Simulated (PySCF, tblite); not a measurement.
**C₇H₁₁N− (doublet): geometry, infrared bands and EPR parameters**

Aim: predict the infrared bands and EPR parameters of C₇H₁₁N− (doublet) (`CN[C@@]12[CH-][CH]C[C@@H]1C2`).

The runs use tblite 0.8.0 and PySCF 2.14.0, with density-fitted response routines of our own; the level of theory stands in each step. All values are computed, except where a source is named. Atoms are numbered from 0 throughout.

## (1) Starting geometry

19 atoms, charge -1, multiplicity 2; geometry from: force field or distance geometry start.

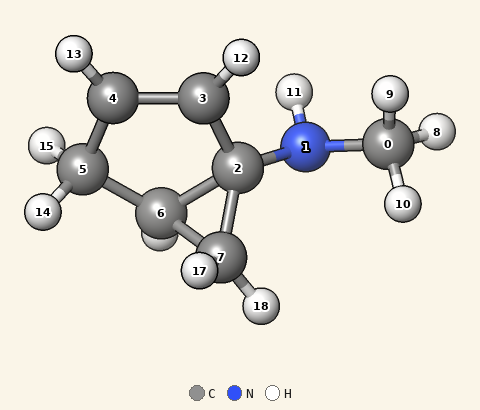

As it starts; carbon grey, nitrogen blue, hydrogen white, atoms numbered; sticks join atoms by distance.

## (2) Relaxing the molecule with GFN2-xTB

Job settings and geometry (Å):

```
{"job": {"kind": "relax", "xc": "GFN2-xTB", "basis": "xTB"}, "charge": -1, "multiplicity": 2}
C      2.629500    -0.200500    -0.012700
N      1.360500    -0.649100    -0.599800
C      0.201200    -0.093400     0.075000
C     -0.206900     1.283800    -0.301100
C     -1.620300     1.349100    -0.549900
C     -2.228500    -0.004500    -0.329500
C     -1.083900    -0.899100     0.076600
C     -0.307500    -0.681400     1.360500
H      3.461200    -0.691900    -0.519200
H      2.744400     0.882700    -0.118300
H      2.681900    -0.456800     1.048700
H      1.342500    -0.438000    -1.583500
H      0.456300     2.125600    -0.305200
H     -2.149600     2.246000    -0.828400
H     -2.988700     0.047200     0.459500
H     -2.690100    -0.365400    -1.237500
H     -1.102300    -1.882300    -0.362100
H     -0.728800    -0.031400     2.109300
H      0.219300    -1.531600     1.775000
```

Command:

```
OMP_NUM_THREADS=1 python probes_run.py task.json out
```

One launch serves the whole session: the jobs run in the order shown.

Standard output:

```text
step      E/eV     max force
  0    -640.66371    2.391
  1    -640.79428    0.673
  2    -640.83475    0.467
  3    -640.86148    0.314
  4    -640.87342    0.293
  5    -640.88666    0.300
  6    -640.89748    0.304
  7    -640.90938    0.361
  8    -640.92308    0.403
  9    -640.94044    0.526
 10    -640.95932    0.551
 11    -640.97707    0.394
 12    -640.98860    0.279
 13    -640.99743    0.252
 14    -641.00394    0.246
 15    -641.01031    0.224
 16    -641.01577    0.136
 17    -641.02036    0.165
 18    -641.02380    0.159
 19    -641.02658    0.117
 20    -641.02796    0.065
 21    -641.02869    0.053
 22    -641.02925    0.055
 23    -641.02986    0.056
 24    -641.03048    0.057
 25    -641.03109    0.055
 26    -641.03170    0.056
 27    -641.03234    0.061
 28    -641.03297    0.054
 29    -641.03354    0.048
 30    -641.03404    0.061
 31    -641.03448    0.048
 32    -641.03487    0.043
 33    -641.03520    0.036
 34    -641.03544    0.037
 35    -641.03559    0.030
 36    -641.03570    0.021
 37    -641.03580    0.025
 38    -641.03592    0.028
 39    -641.03604    0.032
 40    -641.03614    0.029
 41    -641.03622    0.027
 42    -641.03630    0.024
 43    -641.03638    0.024
 44    -641.03645    0.021
 45    -641.03650    0.019
 46    -641.03655    0.016
 47    -641.03659    0.015
 48    -641.03663    0.017
 49    -641.03667    0.019
 50    -641.03671    0.018
 51    -641.03675    0.018
 52    -641.03680    0.024
 53    -641.03685    0.022
 54    -641.03689    0.018
 55    -641.03693    0.016
 56    -641.03697    0.016
 57    -641.03701    0.014
 58    -641.03704    0.012
 59    -641.03706    0.011
 60    -641.03707    0.011
 61    -641.03708    0.010
 62    -641.03710    0.009
```

It took 0.6 s on 1 thread of Arm Neoverse N1, shared host; peak memory 0.18 GiB.

Relaxation path: (not every step is listed)

```csv
step,energy from step 0 (eV),largest force (eV/Å)
0,0.0000,2.3908
1,-0.1306,0.6729
2,-0.1710,0.4669
3,-0.1978,0.3139
4,-0.2097,0.2928
5,-0.2229,0.3004
6,-0.2338,0.3036
7,-0.2457,0.3613
8,-0.2594,0.4028
12,-0.3249,0.2792
16,-0.3521,0.1356
20,-0.3642,0.0654
24,-0.3668,0.0575
28,-0.3693,0.0541
32,-0.3712,0.0427
36,-0.3720,0.0208
40,-0.3724,0.0289
44,-0.3727,0.0214
48,-0.3729,0.0166
52,-0.3731,0.0235
56,-0.3733,0.0157
57,-0.3733,0.0143
58,-0.3733,0.0117
59,-0.3733,0.0110
60,-0.3734,0.0112
61,-0.3734,0.0102
62,-0.3734,0.0092
```

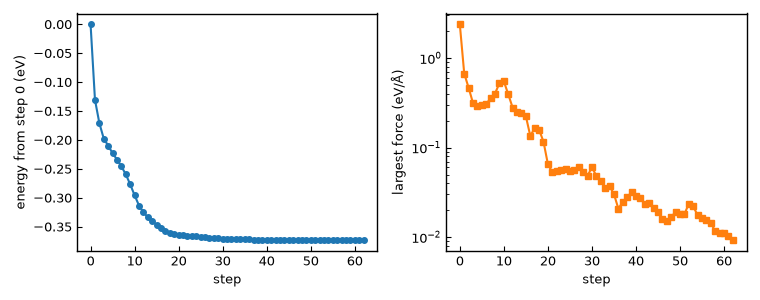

Energy and largest force along the relaxation.

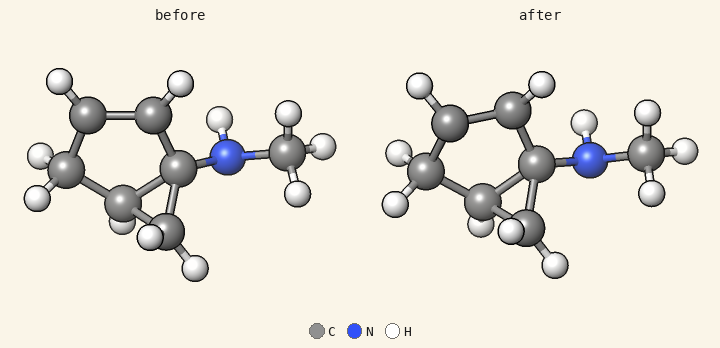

Before and after, at one scale.

Distances of close pairs at the start and the end, largest changes first:

```csv
bond,before (Å),after (Å),change (Å)
C2–C7,1.502,1.541,+0.039
C5–H15,1.081,1.118,+0.037
C3–H12,1.072,1.092,+0.021
C2–C3,1.485,1.464,-0.021
C0–N1,1.468,1.448,-0.020
C4–H13,1.078,1.094,+0.016
C5–H14,1.097,1.111,+0.014
N1–H11,1.006,1.019,+0.013
```

The end geometry stands in the next job.

## (3) Harmonic vibrations with GFN2-xTB

Job settings and geometry (Å):

```
{"job": {"kind": "ir", "xc": "GFN2-xTB", "basis": "xTB"}, "charge": -1, "multiplicity": 2}
C      2.604805    -0.179917     0.019150
N      1.408950    -0.727855    -0.587279
C      0.191009    -0.095738    -0.085912
C     -0.191457     1.257105    -0.495201
C     -1.610365     1.400756    -0.251257
C     -2.240924     0.029272    -0.263911
C     -1.079167    -0.901791     0.013212
C     -0.283555    -0.651289     1.270723
H      3.486875    -0.692355    -0.381001
H      2.732497     0.903322    -0.137339
H      2.553472    -0.358928     1.094539
H      1.441573    -0.558896    -1.591870
H      0.488375     2.093517    -0.317762
H     -2.162711     2.212596    -0.734381
H     -3.044230    -0.078149     0.495366
H     -2.716223    -0.257227    -1.234535
H     -1.138997    -1.926870    -0.343384
H     -0.683683     0.046412     1.992788
H      0.233952    -1.504716     1.695397
```

Standard output:

```text
mode    cm-1     km/mol
  1      85.9      4.71
  2     161.4      2.26
  3     186.0      0.93
  4     222.6      0.35
  5     293.9      2.21
  6     346.2      4.00
  7     384.7      7.86
  8     431.1      5.87
  9     469.6     57.25
 10     563.2     56.91
 11     637.8     20.28
 12     693.6     21.37
 13     765.8      7.90
 14     788.6     30.14
 15     864.9      8.98
 16     879.7     17.25
 17     881.6     47.30
 18     929.7      3.53
 19     973.1      3.31
 20     995.9     11.41
 21    1011.0      3.13
 22    1036.9      9.01
 23    1067.4      3.07
 24    1078.3     12.19
 25    1117.1      4.79
 26    1130.9      4.93
 27    1145.3     23.19
 28    1164.3     14.56
 29    1206.7     90.24
 30    1226.4     19.45
 31    1248.6     13.32
 32    1308.8     48.98
 33    1355.3     35.16
 34    1381.1     26.46
 35    1403.4     15.27
 36    1409.6     14.32
 37    1426.4     10.16
 38    1492.6      1.71
 39    1508.7     53.52
 40    1510.8      0.70
 41    2534.9    315.17
 42    2700.1    352.67
 43    2825.0     63.93
 44    2843.3    372.83
 45    2879.8    491.81
 46    2919.9    148.59
 47    2962.2    121.32
 48    2984.8     41.04
 49    2997.0    159.42
 50    3056.2     79.19
 51    3300.3     46.61
```

Wall time 0.97 s (1 thread of Arm Neoverse N1, shared host); peak memory 0.18 GiB.

Which atoms move in the most intense modes:

```csv
cm⁻¹,km/mol,atoms
1207,90.2,"C2 38 %, H12 18 %"
2535,315.2,"H15 79 %, H14 13 %"
2700,352.7,"H14 81 %, H15 14 %"
2843,372.8,"H13 81 %, H12 12 %"
2880,491.8,"H12 79 %, H13 12 %"
2920,148.6,H8 91 %
2962,121.3,H16 86 %
2997,159.4,H18 85 %
```

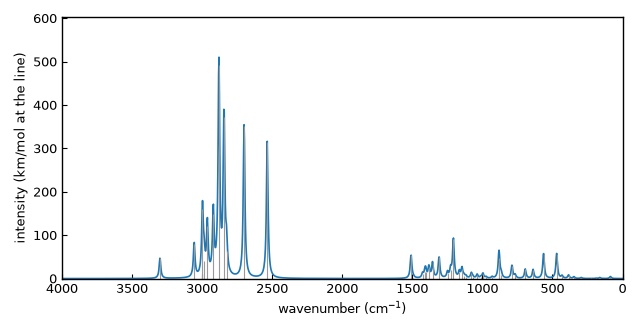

The infrared spectrum from these modes, unscaled. Lines are broadened to a width of 14 cm⁻¹ (Lorentzian).

## (4) g tensor and hyperfine couplings: B3LYP/pcH-1

Same as in step 3 but for these lines:

```diff
@@ -1,2 +1,2 @@
-{"job": {"kind": "ir", "xc": "GFN2-xTB", "basis": "xTB"}, "charge": -1, "multiplicity": 2}
+{"job": {"kind": "epr", "basis": "pcH-1"}, "charge": -1, "multiplicity": 2}
 C      2.604805    -0.179917     0.019150
```

Level: UKS B3LYP, pcH-1 on C H N, non-relativistic, mean-field spin-orbit, GIAO.

Standard output:

```text
UKS, coarse grid
  cycle   1  E = -327.86130886  |g| = 5.06e-01
  cycle   2  E = -327.41008088  |g| = 9.30e-01
  cycle   3  E = -327.99326334  |g| = 1.97e-01
  cycle   4  E = -328.01424213  |g| = 5.45e-02
  cycle   5  E = -328.01578586  |g| = 2.58e-02
  cycle   6  E = -328.01606000  |g| = 1.27e-02
  cycle   7  E = -328.01613338  |g| = 2.61e-03
  cycle   8  E = -328.01613773  |g| = 1.93e-03
  cycle   9  E = -328.01613948  |g| = 4.74e-04
UKS, final grid
  cycle   1  E = -328.01610133  |g| = 5.46e-04
  cycle   2  E = -328.01610122  |g| = 8.10e-04
  cycle   3  E = -328.01610150  |g| = 7.39e-05
  cycle   4  E = -328.01610150  |g| = 5.29e-05
  cycle   5  E = -328.01610151  |g| = 2.22e-05
E = -328.01610151 Eh   <S^2> = 0.7536 (exact 0.7500)
g shifts (ppm)      1          2          3
  rmc          -139       -139       -139
  gc              5         26         38
  oz_so           3        256        840
  total        -130        143        739
hyperfine (MHz)  atom isotope    a_iso     a_fc   dipolar eigenvalues
    0   13C      -1.52      -1.52     -0.37     -0.34      0.71
    1   14N      12.44      12.44     -0.89     -0.77      1.66
    2   13C      -7.99      -7.99     -2.64     -0.52      3.16
    3   13C      47.28      47.28    -33.94    -32.50     66.45
    4   13C      98.98      98.98    -41.15    -40.52     81.67
    5   13C      -7.71      -7.71     -2.32     -0.30      2.62
    6   13C      11.68      11.68     -2.03     -0.43      2.46
    7   13C      16.39      16.39     -4.56     -2.93      7.48
    8    1H       1.33       1.33     -0.85     -0.62      1.46
    9    1H       1.36       1.36     -1.79     -1.31      3.10
   10    1H      -0.28      -0.28     -1.08     -0.89      1.96
   11    1H      -3.58      -3.58     -4.78      0.61      4.16
   12    1H      19.88      19.88    -15.59     -0.78     16.36
   13    1H      11.95      11.95    -18.33     -1.61     19.94
   14    1H      46.15      46.15     -4.03     -2.49      6.52
   15    1H      49.17      49.17     -3.27     -2.05      5.32
   16    1H      -1.42      -1.42     -1.97     -1.38      3.34
   17    1H      -3.01      -3.01     -3.56     -0.90      4.45
   18    1H      -3.15      -3.15     -3.31     -0.51      3.82
```

Run time: 2.5 min. Hardware: 1 thread of Arm Neoverse N1, shared host; peak memory 1.1 GiB.

Principal g values 2.00219, 2.00246, 2.00306; g(iso) = 2.00257, against 2.00232 for a free electron.

Hyperfine couplings; where a row names several nuclei, a(iso) is their mean (it holds for fast rotation or exchange) and the dipolar term the largest among them:

```csv
nuclei,isotope,a(iso) (MHz),"a(iso) (G, at g = 2.0023)",largest dipolar term (MHz)
C4,13C,99.0,35.3,81.7
H15,1H,49.2,17.5,5.3
C3,13C,47.3,16.9,66.4
H14,1H,46.2,16.5,6.5
H12,1H,19.9,7.1,16.4
C7,13C,16.4,5.8,7.5
N1,14N,12.4,4.4,1.7
H13,1H,12.0,4.3,19.9
C6,13C,11.7,4.2,2.5
C2,13C,-8.0,-2.9,3.2
C5,13C,-7.7,-2.8,2.6
H11,1H,-3.6,-1.3,-4.8
H18,1H,-3.1,-1.1,3.8
H17,1H,-3.0,-1.1,4.5
```

Mulliken spin populations:

C0 0.00; N1 0.00; C2 -0.02; C3 0.39; C4 0.49; C5 -0.03; C6 0.00; C7 0.05; H8 0.00; H9 0.00; H10 0.00; H11 0.04; H12 0.00; H13 -0.01; H14 0.02; H15 0.05; H16 0.00; H17 0.00; H18 0.00

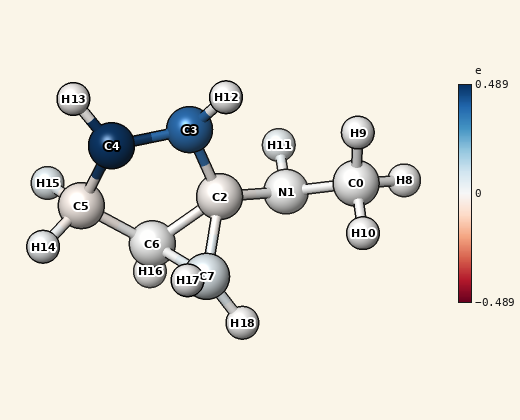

Mulliken spin populations, as colours on the atoms.

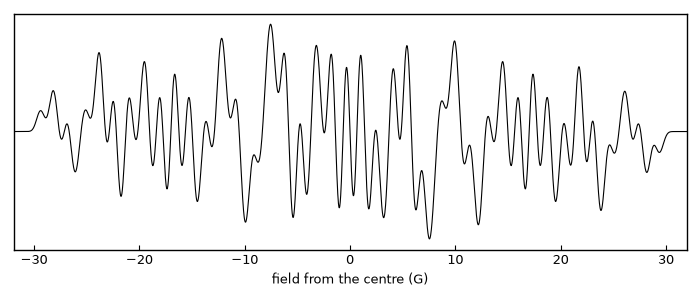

First-order isotropic spectrum (first derivative, main isotopes with spin only, couplings over 0.8 MHz, Gaussian width 0.3 G; couplings of the frozen geometry, rotation of groups not averaged beyond the rows shown).

The fields below are evaluated on a grid from the run's orbitals.

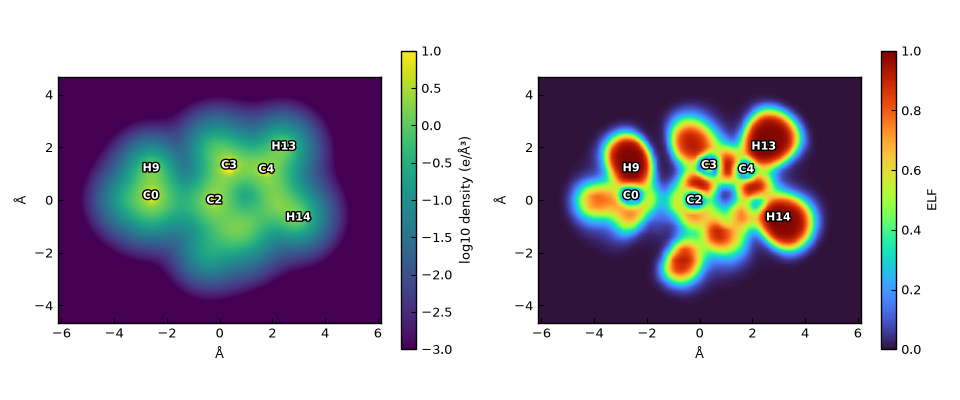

Density (left) and ELF (right) in a plane through or near 7 of the atoms.

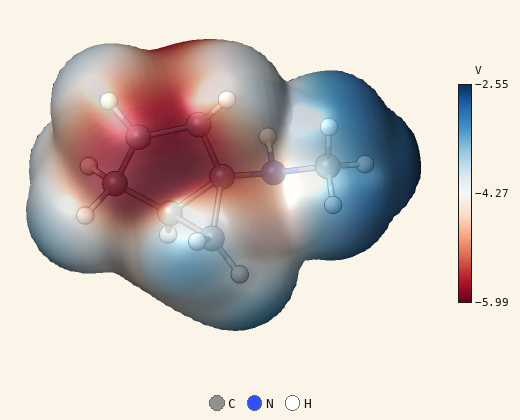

The potential that a unit positive charge feels on the 0.002 e/bohr³ surface, from -5.99 V near C3 to -2.55 V near H8.

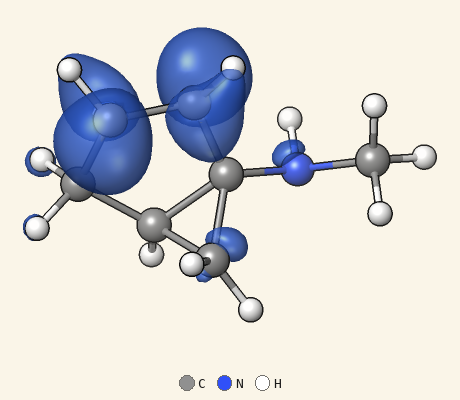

Spin density at ±0.03 e/Å³ (alpha excess blue, beta excess red).

## (5) Outcome

```
                                 quantity                  value
strongest single infrared mode (GFN2-xTB)  2880 cm⁻¹, 492 km/mol
             zero-point energy (GFN2-xTB)          98.3 kcal/mol
                           g(iso) (B3LYP)                2.00257
                                     ⟨S²⟩     0.754 (exact 0.75)
       largest a(iso) (averaged by class)    13C on C4, 99.0 MHz
```

**Reading.** Over 62 steps the energy fell by 0.373 eV; of the close pairs, C2–C7 changed most, 1.502 to 1.541 Å. All 51 modes are real, so the xTB geometry is a minimum. The strongest single mode, at 2880 cm⁻¹, moves mainly H12. Unscaled tight-binding wavenumbers are off by several per cent, some by more. Its intensities can rank the bands wrongly. The largest spin populations lie on C4 (0.49 e), C3 (0.39 e). The isotropic g lies 0.3 ppt above the free-electron value. The records flag this anion as possibly unbound in the gas phase, so the basis may hold the extra electron. These values are for one conformer; the search (at its own cheap level) found 1 more, at 1.18 kcal/mol, and measured spectra average over such forms.
